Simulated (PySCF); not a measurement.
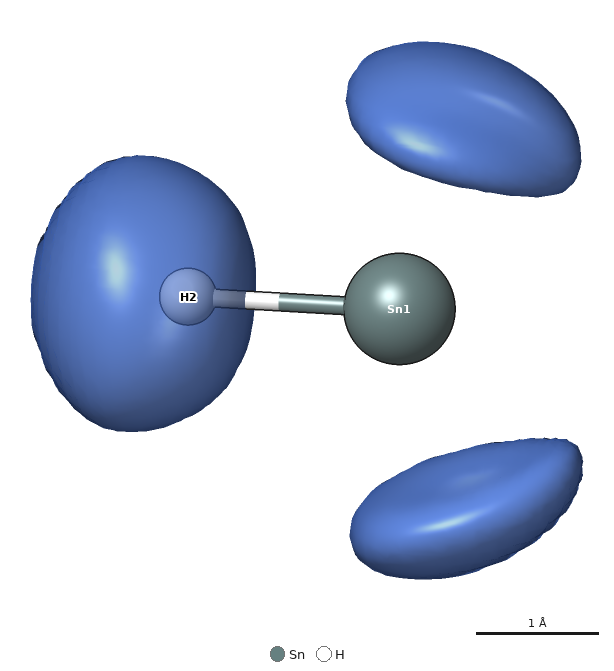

*SnH (doublet). Isosurface of the electron localisation function at 0.9 (blue), seen from one side. Only the valence region is drawn (cores and ρ < 0.01 e/Å³ removed).*

Core potentials replace the inner electrons of Sn.

Computed with PySCF, PBE0/cc-pVTZ(-PP), non-relativistic Hamiltonian with scalar-relativistic core potentials where named, at a bond length of 1.784 Å.

Identify the bonds, lone pairs and shells in this picture.

Answer. The ELF exceeds this value in one region around a hydrogen nucleus and two lobes on Sn, pointing away from the bonds (non-bonding electrons). Profiles from the grid: Sn–H (1.78 Å): the ELF climbs to about 1 towards the hydrogen.
